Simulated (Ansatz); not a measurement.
# H₃S+ (triplet): one geometry, many settings at distance S1–H3 = 5.128 Å

Aim: run H₃S+ (triplet) at one geometry under a spread of methods and options, and see what each costs and gives.

Computed with Ansatz 0.2.0, Gaussian basis. Level: the settings change from run to run.

23 further runs of the same task are left out: 1 for a mislabelled method, 16 that didn't finish, 6 set aside as unsound or not needed.

### Step 1. The geometry

The geometry derives from a PBE0/def2-TZVP stationary point (not a proven minimum). One bond is set to the value named and the two fragments are kept rigid.

4 atoms, charge 1, spin multiplicity 3.

Atoms are counted from 1 here; the program's logs count them from 0.

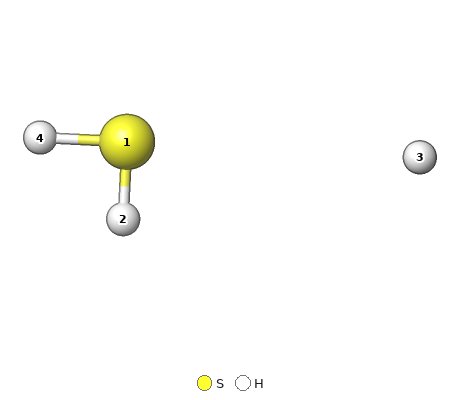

The geometry (sulfur yellow, hydrogen white); atoms are numbered from 1 in the order of the file.

As a file:

```xyz
4

S     0.00000   -0.03923   -0.10364
H     0.00000    1.31825   -0.10364
H     0.00000   -0.03279    5.02436
H     0.00000   -0.03732   -1.62376
```

### Step 2. MRCISD+Q(2,3)/cc-pVDZ

Contents of in.yaml:

```yaml
crystal:
  periodic: [false, false, false]
  atoms:
    - {symbol: S, position_ang: [0.000000, -0.039234, -0.103637]}
    - {symbol: H, position_ang: [0.000000, 1.318246, -0.103637]}
    - {symbol: H, position_ang: [0.000000, -0.032788, 5.024359]}
    - {symbol: H, position_ang: [0.000000, -0.037323, -1.623764]}
basis:
  gaussian: {orbitals: cc-pVDZ}
total_charge: 1
magnetization: {spin_polarized: false, initial_magnetization: 2}
correlation: {method: fic_mrcisd_q, electrons: outside_noble_gas, active_space: {window: {electrons: 2, orbitals: 3}}}
accuracy: high
```

Started as:

```console
ansatz run in.yaml --threads 1 --pin off --events-out ev --progress --plain --max-ram 2393MiB
```

What it wrote, cut to the lines that bear on the results:

```text
Functional definition: HF
  name "HF"
  cite "Fock, Z. Phys. 61, 126 (1930) doi:10.1007/BF01340294"
  parent pbe
[...]
618 factors; integrals over basis functions are off by at most 2.3e-8 eV
[...]
mean field -10852.96790102 eV, -398.8392139565 hartree, gradient 4.3e-8 eV, S^2 2.000000; 0 other end points of the search recorded, 0 dependent functions left out
reference -10852.96790102 eV, -398.8392139565 hartree; 10, 8 occupied and 23, 25 virtual orbitals, 618 factors
state -10852.96790102 eV, -398.8392139565 hartree
contracted CI cycle   1: correlation 0.00000000 eV, 0.0000000000 hartree, residual 1.53e1 eV
contracted CI cycle   2: correlation -3.76854097 eV, -0.1384913262 hartree, residual 2.20e0 eV
contracted CI cycle   3: correlation -3.87251615 eV, -0.1423123437 hartree, residual 6.23e-1 eV
contracted CI cycle   4: correlation -3.88037687 eV, -0.1426012198 hartree, residual 1.89e-1 eV
contracted CI cycle   5: correlation -3.88101747 eV, -0.1426247613 hartree, residual 5.48e-2 eV
contracted CI cycle   6: correlation -3.88107213 eV, -0.1426267701 hartree, residual 1.53e-2 eV
contracted CI cycle   7: correlation -3.88107652 eV, -0.1426269316 hartree, residual 4.17e-3 eV
contracted CI cycle   8: correlation -3.88107687 eV, -0.1426269442 hartree, residual 1.04e-3 eV
contracted CI cycle   9: correlation -3.88107689 eV, -0.1426269450 hartree, residual 2.70e-4 eV
contracted CI cycle  10: correlation -3.88107689 eV, -0.1426269450 hartree, residual 7.99e-5 eV
contracted CI cycle  11: correlation -3.88107689 eV, -0.1426269450 hartree, residual 2.12e-5 eV
contracted CI cycle  12: correlation -3.88107689 eV, -0.1426269450 hartree, residual 5.44e-6 eV
contracted CI cycle  13: correlation -3.88107689 eV, -0.1426269450 hartree, residual 1.51e-6 eV
state -10852.96790102 eV, -398.8392139565 hartree; corrected -10857.14261170 eV, -398.9926317443 hartree
WARN: 1 active orbitals are nearly empty or full. The corrections depend on them more than the energy does, and are more stable in an active space without them
Total energy: -10857.14261170 eV, -398.9926317443 hartree
```

It took 2.2 s on 1 thread of AMD EPYC, shared host.

From the report: 4 determinants; active occupations 1.00, 1.00, 0.00. The report marks this result as in doubt.

### Step 3. MP2 on UHF/cc-pVDZ

Edit in.yaml of step 2 so:

```diff
@@ -10,4 +10,3 @@
 total_charge: 1
-magnetization: {spin_polarized: false, initial_magnetization: 2}
-correlation: {method: fic_mrcisd_q, electrons: outside_noble_gas, active_space: {window: {electrons: 2, orbitals: 3}}}
-accuracy: high
+magnetization: {spin_polarized: true, initial_magnetization: 2}
+correlation: {method: mp2, electrons: outside_noble_gas}
```

The command is unchanged.

What it wrote:

```text
Functional definition: HF
  name "HF"
  cite "Fock, Z. Phys. 61, 126 (1930) doi:10.1007/BF01340294"
  parent pbe
  exchange = exact_x
  correlation = 0
324 factors; integrals over basis functions are off by at most 1.4e-3 eV
mean field evaluation 1: about -10852.3978 eV, gradient 8.4e0 eV
mean field evaluation 2: about -10852.4190 eV, gradient 8.4e0 eV
mean field evaluation 4: about -10853.0960 eV, gradient 8.7e-1 eV
mean field evaluation 8: about -10853.1060 eV, gradient 1.7e-3 eV
mean field -10853.10602721 eV, -398.8442900004 hartree, gradient 2.4e-6 eV, S^2 2.014126; 0 other end points of the search recorded, 0 dependent functions left out
5 core orbitals not correlated: weight in the atoms' cores, before any rotation towards them, 1.000 or more for the frozen orbitals, at most 0.000 for the correlated occupied ones
reference -10853.10602721 eV, -398.8442900004 hartree; 5, 3 occupied and 23, 25 virtual orbitals, 324 factors
second order -3.20053791 eV of doubles, -0.00000000 eV of singles
Total energy: -10856.30656511 eV, -398.9619075990 hartree
```

Run time: 0.46 s. Hardware: 1 thread of AMD EPYC, shared host.

From the report: ⟨S²⟩ of the determinant 2.014 (pure triplet: 2.00).

### Step 4. BCCD(T) on UHF/STO-3G

Edit in.yaml of step 3 so:

```diff
@@ -8,5 +8,6 @@
 basis:
-  gaussian: {orbitals: cc-pVDZ}
+  gaussian: {orbitals: STO-3G}
 total_charge: 1
 magnetization: {spin_polarized: true, initial_magnetization: 2}
-correlation: {method: mp2, electrons: outside_noble_gas}
+correlation: {method: bccd_t, electrons: outside_noble_gas}
+output: {forces: true}
```

Same command.

What it wrote, cut to the lines that bear on the results:

```text
Functional definition: HF
  name "HF"
  cite "Fock, Z. Phys. 61, 126 (1930) doi:10.1007/BF01340294"
  parent pbe
[...]
125 factors; integrals over basis functions are off by at most 2.0e-5 eV
[...]
mean field -10735.33583352 eV, -394.5163152099 hartree, gradient 8.7e-7 eV, S^2 2.017170; 1 other end points of the search recorded, 0 dependent functions left out
determinant -10735.33583352 eV, -394.5163152099 hartree, with singles and doubles -10736.69020068 eV, -394.5660872850 hartree
determinant -10731.93585675 eV, -394.3913683681 hartree, with singles and doubles -10733.07686193 eV, -394.4332995352 hartree
5 core orbitals not correlated: weight in the atoms' cores, before any rotation towards them, 1.000 or more for the frozen orbitals, at most 0.000 for the correlated occupied ones
reference -10735.33583352 eV, -394.5163152099 hartree; 5, 3 occupied and 2, 4 virtual orbitals, 125 factors
second order -0.85475922 eV of doubles, -0.00000000 eV of singles
cycle   1  -1.35697311 eV  change   -2.6e-3 eV  update   4.0e-3
[...]
cycle   8  -1.35555706 eV  change   -3.7e-6 eV  update   2.0e-6
perturbative correction -0.00093392 eV, -0.0000343209 hartree
[...]
Total energy: -10736.69232450 eV, -394.5661653340 hartree
Atom 0 at     0.000000    -0.039234    -0.103637 Å, force    -0.000000    -1.141095    -2.756420 eV/Å
Atom 1 at     0.000000     1.318246    -0.103637 Å, force     0.000000     1.333580     0.211966 eV/Å
Atom 2 at     0.000000    -0.032788     5.024359 Å, force    -0.000000    -0.000000     0.000000 eV/Å
Atom 3 at     0.000000    -0.037323    -1.623764 Å, force     0.000000    -0.192485     2.544454 eV/Å
Dipole moment:     0.000000     0.255376    -0.552452 e Å
```

Wall time 0.8 s (1 thread of AMD EPYC, shared host).

From the report: ⟨S²⟩ of the determinant 2.017 (pure triplet: 2.00); correlation -1.3565 eV; largest double amplitude 0.09.

### Step 5. HF/def2-SVP

Edit in.yaml of step 4 so:

```diff
@@ -8,6 +8,6 @@
 basis:
-  gaussian: {orbitals: STO-3G}
+  gaussian: {orbitals: def2-SVP}
 total_charge: 1
-magnetization: {spin_polarized: true, initial_magnetization: 2}
-correlation: {method: bccd_t, electrons: outside_noble_gas}
-output: {forces: true}
+magnetization: {spin_polarized: false, initial_magnetization: 2}
+hamiltonian: {xc: hf}
+output: {forces: true, orbitals: {seedname: orbitals}}
```

Same command.

What it wrote, cut to the lines that bear on the results:

```text
Functional definition: HF
  name "HF"
  cite "Fock, Z. Phys. 61, 126 (1930) doi:10.1007/BF01340294"
  parent pbe
[...]
316 factors; integrals over basis functions are off by at most 1.6e-3 eV
[...]
mean field -10849.49299571 eV, -398.7115135418 hartree, gradient 9.3e-6 eV, S^2 2.000000; 0 other end points of the search recorded, 0 dependent functions left out
[...]
reference -10849.49299571 eV, -398.7115135418 hartree; 10, 8 occupied and 23, 25 virtual orbitals, 316 factors
Total energy: -10849.49299571 eV, -398.7115135418 hartree
Atom 0 at     0.000000    -0.039234    -0.103637 Å, force    -0.000000     0.489741    -3.441208 eV/Å
Atom 1 at     0.000000     1.318246    -0.103637 Å, force     0.000000    -0.192676     0.328477 eV/Å
Atom 2 at     0.000000    -0.032788     5.024359 Å, force    -0.000000     0.000040    -0.000663 eV/Å
Atom 3 at     0.000000    -0.037323    -1.623764 Å, force     0.000000    -0.297106     3.113393 eV/Å
Dipole moment:     0.000000     0.264862    -0.581813 e Å
```

Wall time 0.46 s (1 thread of AMD EPYC, shared host).

### Step 6. MRCISD+Q(relaxed)(4,7)/cc-pVDZ

Edit in.yaml of step 5 so:

```diff
@@ -8,6 +8,5 @@
 basis:
-  gaussian: {orbitals: def2-SVP}
+  gaussian: {orbitals: cc-pVDZ, fitting: {mean_field: def2-universal-jkfit}}
 total_charge: 1
 magnetization: {spin_polarized: false, initial_magnetization: 2}
-hamiltonian: {xc: hf}
-output: {forces: true, orbitals: {seedname: orbitals}}
+correlation: {method: fic_mrcisd_q_relaxed, electrons: valence, active_space: {window: {electrons: 4, orbitals: 7}}}
```

Same command.

What it wrote, cut to the lines that bear on the results:

```text
Functional definition: HF
  name "HF"
  cite "Fock, Z. Phys. 61, 126 (1930) doi:10.1007/BF01340294"
  parent pbe
[...]
182 factors; integrals over basis functions are off by at most 7.5e-1 eV
[...]
mean field -10852.96817624 eV, -398.8392240707 hartree, gradient 1.2e-6 eV, S^2 2.000000; 0 other end points of the search recorded, 0 dependent functions left out
reference -10852.96817624 eV, -398.8392240707 hartree; 10, 8 occupied and 23, 25 virtual orbitals, 182 factors
state -10853.87820058 eV, -398.8726668486 hartree
contracted CI cycle   1: correlation 0.00000000 eV, 0.0000000000 hartree, residual 1.36e1 eV
contracted CI cycle   2: correlation -2.94971554 eV, -0.1084000468 hartree, residual 2.75e0 eV
contracted CI cycle   3: correlation -3.07382391 eV, -0.1129609453 hartree, residual 9.10e-1 eV
contracted CI cycle   4: correlation -3.08847088 eV, -0.1134992113 hartree, residual 3.57e-1 eV
contracted CI cycle   5: correlation -3.09076468 eV, -0.1135835070 hartree, residual 1.30e-1 eV
contracted CI cycle   6: correlation -3.09105893 eV, -0.1135943206 hartree, residual 4.94e-2 eV
contracted CI cycle   7: correlation -3.09110296 eV, -0.1135959384 hartree, residual 1.93e-2 eV
contracted CI cycle   8: correlation -3.09110938 eV, -0.1135961744 hartree, residual 7.69e-3 eV
contracted CI cycle   9: correlation -3.09111041 eV, -0.1135962125 hartree, residual 2.65e-3 eV
contracted CI cycle  10: correlation -3.09111054 eV, -0.1135962171 hartree, residual 9.03e-4 eV
state -10853.87820058 eV, -398.8726668486 hartree; corrected -10857.15045069 eV, -398.9929198219 hartree
Total energy: -10857.15045069 eV, -398.9929198219 hartree
```

Run time: 4.9 s. Hardware: 1 thread of AMD EPYC, shared host.

From the report: 220 determinants; active occupations 1.95, 1.00, 1.00, 0.04, 0.00, 0.00, 0.00.

### Step 7. CCSDT/def2-mTZVP

Contents of in.yaml:

```yaml
crystal:
  periodic: [false, false, false]
  atoms:
    - {symbol: S, position_ang: [0.000000, -0.039234, -0.103637]}
    - {symbol: H, position_ang: [0.000000, 1.318246, -0.103637]}
    - {symbol: H, position_ang: [0.000000, -0.032788, 5.024359]}
    - {symbol: H, position_ang: [0.000000, -0.037323, -1.623764]}
basis:
  gaussian: {orbitals: def2-mTZVP}
total_charge: 1
magnetization: {spin_polarized: true, initial_magnetization: 2}
hamiltonian: {xc: {name: r2SCAN}}
correlation: {method: ccsdt, electrons: valence, diis_vectors: 12}
```

Same command.

What it wrote, cut to the lines that bear on the results:

```text
Functional definition: r2SCAN
  name "r2SCAN"
  cite "Furness, Kaplan, Ning, Perdew & Sun, J. Phys. Chem. Lett. 11, 8208 (2020) doi:10.1021/acs.jpclett.0c02405"
  cite "Furness, Kaplan, Ning, Perdew & Sun, J. Phys. Chem. Lett. 11, 9248 (2020) doi:10.1021/acs.jpclett.0c03077"
  parent r2scan
[...]
481 factors; integrals over basis functions are off by at most 2.4e-7 eV
[...]
mean field -10870.19888953 eV, -399.4724411049 hartree, gradient 3.0e-6 eV, S^2 2.007161; 0 other end points of the search recorded, 0 dependent functions left out
5 core orbitals not correlated: weight in the atoms' cores, before any rotation towards them, 1.000 or more for the frozen orbitals, at most 0.000 for the correlated occupied ones
reference -10852.83400013 eV, -398.8342931898 hartree; 5, 3 occupied and 21, 23 virtual orbitals, 481 factors
second order -3.07584993 eV of doubles, -0.09298618 eV of singles
cycle   1  -3.59705175 eV  change   -4.3e-1 eV  update   5.3e-2
[...]
cycle  14  -3.88008118 eV  change   -5.5e-7 eV  update   4.0e-7
Total energy: -10856.71408132 eV, -398.9768835433 hartree
```

Wall time 7.5 s (1 thread of AMD EPYC, shared host).

From the report: ⟨S²⟩ of the determinant 2.007 (pure triplet: 2.00); correlation -3.8801 eV; T1 0.008; largest double amplitude 0.08. The orbitals are Kohn-Sham ones, so correlation energy and T1 don't compare with those on Hartree-Fock orbitals.

### Step 8. CASSCF(8,6)/cc-pVDZ

Contents of in.yaml:

```yaml
crystal:
  periodic: [false, false, false]
  atoms:
    - {symbol: S, position_ang: [0.000000, -0.039234, -0.103637]}
    - {symbol: H, position_ang: [0.000000, 1.318246, -0.103637]}
    - {symbol: H, position_ang: [0.000000, -0.032788, 5.024359]}
    - {symbol: H, position_ang: [0.000000, -0.037323, -1.623764]}
basis:
  gaussian: {orbitals: cc-pVDZ}
total_charge: 1
magnetization: {spin_polarized: false, initial_magnetization: 2}
hamiltonian: {pseudopotentials: {relativity: none}}
correlation: {active_space: {window: {electrons: 8, orbitals: 6}}}
accuracy: high
scf: {lower_state_search: full}
```

Same command.

What it wrote:

```text
Functional definition: HF
  name "HF"
  cite "Fock, Z. Phys. 61, 126 (1930) doi:10.1007/BF01340294"
  parent pbe
  exchange = exact_x
  correlation = 0
618 factors; integrals over basis functions are off by at most 2.3e-8 eV
mean field evaluation 1: about -10852.3206 eV, gradient 1.0e1 eV
mean field evaluation 2: about -10852.3355 eV, gradient 1.0e1 eV
mean field evaluation 4: about -10852.9575 eV, gradient 9.4e-1 eV
mean field evaluation 8: about -10852.9679 eV, gradient 6.6e-4 eV
mean field evaluation 16: about -10818.5787 eV, gradient 4.1e1 eV
mean field evaluation 32: about -10852.9679 eV, gradient 8.6e-7 eV
mean field evaluation 64: about -10852.9679 eV, gradient 1.6e-8 eV
mean field -10852.96790102 eV, -398.8392139565 hartree, gradient 4.3e-8 eV, S^2 2.000000; 4 other end points of the search recorded, 0 dependent functions left out
reference -10852.96790102 eV, -398.8392139565 hartree; 10, 8 occupied and 23, 25 virtual orbitals, 618 factors
state -10853.59997500 eV, -398.8624422470 hartree
Total energy: -10853.59997500 eV, -398.8624422470 hartree
```

Run time: 1.9 s. Hardware: 1 thread of AMD EPYC, shared host.

From the report: 225 determinants; active occupations 2.00, 2.00, 1.96, 1.00, 1.00, 0.04.

### Step 9. CCSD(T) on ROHF/def2-SVP

Contents of in.yaml:

```yaml
crystal:
  periodic: [false, false, false]
  atoms:
    - {symbol: S, position_ang: [0.000000, -0.039234, -0.103637]}
    - {symbol: H, position_ang: [0.000000, 1.318246, -0.103637]}
    - {symbol: H, position_ang: [0.000000, -0.032788, 5.024359]}
    - {symbol: H, position_ang: [0.000000, -0.037323, -1.623764]}
basis:
  gaussian: {orbitals: def2-SVP}
total_charge: 1
magnetization: {spin_polarized: false, initial_magnetization: 2}
correlation: {method: ccsd_t, electrons: all}
output: {forces: true}
```

Launched as before.

What it wrote, cut to the lines that bear on the results:

```text
Functional definition: HF
  name "HF"
  cite "Fock, Z. Phys. 61, 126 (1930) doi:10.1007/BF01340294"
  parent pbe
[...]
316 factors; integrals over basis functions are off by at most 1.6e-3 eV
[...]
mean field -10849.49299571 eV, -398.7115135418 hartree, gradient 4.1e-6 eV, S^2 2.000000; 1 other end points of the search recorded, 0 dependent functions left out
[...]
determinant -10849.49299571 eV, -398.7115135418 hartree, with singles and doubles -10853.75696201 eV, -398.8682114131 hartree
determinant -10846.35394808 eV, -398.5961556693 hartree, with singles and doubles -10850.65831780 eV, -398.7543383386 hartree
reference -10849.49299571 eV, -398.7115135418 hartree; 10, 8 occupied and 23, 25 virtual orbitals, 316 factors
second order -3.51060539 eV of doubles, -0.08165308 eV of singles
cycle   1  -4.26404327 eV  change   -7.7e-5 eV  update   2.7e-4
[...]
cycle   7  -4.26412287 eV  change    1.6e-6 eV  update   5.9e-7
perturbative correction -0.09377817 eV, -0.0034462842 hartree
[...]
Total energy: -10853.85089675 eV, -398.8716634513 hartree
Atom 0 at     0.000000    -0.039234    -0.103637 Å, force    -0.000000     0.008960    -2.812597 eV/Å
Atom 1 at     0.000000     1.318246    -0.103637 Å, force    -0.000000     0.150055     0.174551 eV/Å
Atom 2 at     0.000000    -0.032788     5.024359 Å, force     0.000000     0.000040    -0.000873 eV/Å
Atom 3 at     0.000000    -0.037323    -1.623764 Å, force    -0.000000    -0.159055     2.638919 eV/Å
Dipole moment:    -0.000000     0.243794    -0.548027 e Å
```

Run time: 8.6 s. Hardware: 1 thread of AMD EPYC, shared host.

From the report: correlation -4.3579 eV; T1 0.011; largest double amplitude 0.07.

### Step 10. CCSDT(Q) on ROHF/6-31G*

Edit in.yaml of step 9 so:

```diff
@@ -8,6 +8,5 @@
 basis:
-  gaussian: {orbitals: def2-SVP}
+  gaussian: {orbitals: "6-31G*"}
 total_charge: 1
 magnetization: {spin_polarized: false, initial_magnetization: 2}
-correlation: {method: ccsd_t, electrons: all}
-output: {forces: true}
+correlation: {method: ccsdt_q, electrons: outside_noble_gas}
```

The command is unchanged.

What it wrote, cut to the lines that bear on the results:

```text
Functional definition: HF
  name "HF"
  cite "Fock, Z. Phys. 61, 126 (1930) doi:10.1007/BF01340294"
  parent pbe
[...]
422 factors; integrals over basis functions are off by at most 5.1e-8 eV
[...]
mean field -10852.04761682 eV, -398.8053941362 hartree, gradient 8.8e-7 eV, S^2 2.000000; 1 other end points of the search recorded, 0 dependent functions left out
determinant -10852.04761682 eV, -398.8053941362 hartree, with singles and doubles -10855.66982820 eV, -398.9385079491 hartree
determinant -10848.88227157 eV, -398.6890698437 hartree, with singles and doubles -10852.52979678 eV, -398.8231139226 hartree
5 core orbitals not correlated: weight in the atoms' cores, before any rotation towards them, 1.000 or more for the frozen orbitals, at most 0.000 for the correlated occupied ones
reference -10852.04761682 eV, -398.8053941362 hartree; 5, 3 occupied and 15, 17 virtual orbitals, 422 factors
second order -2.84425910 eV of doubles, -0.08208287 eV of singles
cycle   1  -3.42076997 eV  change   -4.9e-1 eV  update   5.5e-2
[...]
cycle  15  -3.71230650 eV  change   -8.3e-8 eV  update   1.0e-7
perturbative correction -0.00272578 eV, -0.0001001705 hartree
Total energy: -10855.76264910 eV, -398.9419190543 hartree
```

Wall time 7 s (1 thread of AMD EPYC, shared host).

From the report: correlation -3.7150 eV; T1 0.016; largest double amplitude 0.08.

### Step 11. The runs in one table

Where basis and cores are those of an earlier UCCSDT(Q)/cc-pVDZ run (-10857.1213 eV), and the state is the same kind, the miss against it is given. † marks a result that the program doubts.

```
                                level         correlated  functions  energy (eV)  from UCCSDT(Q) (meV)    time
              MRCISD+Q(2,3)/cc-pVDZ †  outside noble gas         33  -10857.1426                 -21.3   2.2 s
                   MP2 on UHF/cc-pVDZ  outside noble gas         33  -10856.3066                 814.8  0.46 s
                BCCD(T) on UHF/STO-3G  outside noble gas         12  -10736.6923                         0.8 s
                          HF/def2-SVP                            33  -10849.4930                        0.46 s
       MRCISD+Q(relaxed)(4,7)/cc-pVDZ            valence         33  -10857.1505                         4.9 s
CCSDT/def2-mTZVP (on r2SCAN orbitals)            valence         31  -10856.7141                         7.5 s
                  CASSCF(8,6)/cc-pVDZ                            33  -10853.6000                         1.9 s
             CCSD(T) on ROHF/def2-SVP                all         33  -10853.8509                         8.6 s
              CCSDT(Q) on ROHF/6-31G*  outside noble gas         25  -10855.7626                           7 s
```

### Step 12. Results

```
quantity                            value
    runs                                9
quickest       MP2 on UHF/cc-pVDZ, 0.46 s
 slowest  CCSD(T) on ROHF/def2-SVP, 8.6 s
```

Total energies in different bases, with other cores or another treatment of relativity can't be set against each other. CCSD(T) on ROHF/def2-SVP took 19 times as long as MP2 on UHF/cc-pVDZ; the jobs differ in more than the method. Among the correlated runs with a miss given, it spans -21 to +815 meV.
